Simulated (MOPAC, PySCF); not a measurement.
Breaking a bond: SBe, lowest triplet found (which spin is the ground state isn't settled by this scan).

Levels of theory: UKS-B3LYP/6-311+G** = PySCF with unrestricted B3LYP/6-311+G**, spherical d; UMP2/6-31G* = unrestricted MP2 (frozen core)/6-31G*, spherical d run with PySCF; PM3, unrestricted, heats of formation (MOPAC).

Energies are in kJ/mol, each relative to the lowest point of its own curve between 1.57 and 2.37 Å, where full CI is lowest.

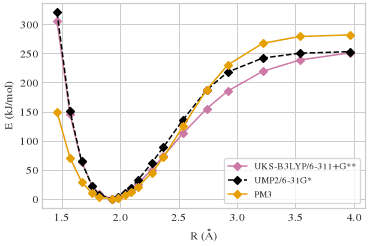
Fig. 1. Energy against bond length for each method.

```tsv
R / Å	UKS-B3LYP/6-311+G**	UMP2/6-31G*	PM3
1.46	305.1	320.2	149.0
1.57	146.2	151.7	70.9
1.67	63.4	64.2	29.2
1.76	22.7	21.7	9.3
1.82	8.2	7.0	2.6
1.93	0.0	0.0	0.0
1.98	2.0	3.1	1.9
2.04	7.8	10.6	6.3
2.09	14.9	19.2	11.7
2.15	25.3	31.7	20.3
2.27	50.3	61.4	44.4
2.37	73.3	88.7	71.1
2.54	112.9	136.3	125.0
2.74	154.8	186.9	187.3
2.92	185.1	217.6	229.9
3.22	219.0	241.8	267.1
3.54	238.6	250.2	279.0
3.97	250.8	252.8	281.6
```

At the longest distance, 3.97 Å, PM3 lies highest above its minimum (281.6 kJ/mol) and UKS-B3LYP/6-311+G** lowest (250.8 kJ/mol).

The scan ran from 1.46 to 6.86 Å; beyond the distances shown full CI changes its symmetry label. The unrestricted determinant behind UMP2/6-31G* is spin-contaminated at 2.74 to 3.97 Å (<S²> up to 2.3, against 2.00 for a pure triplet).
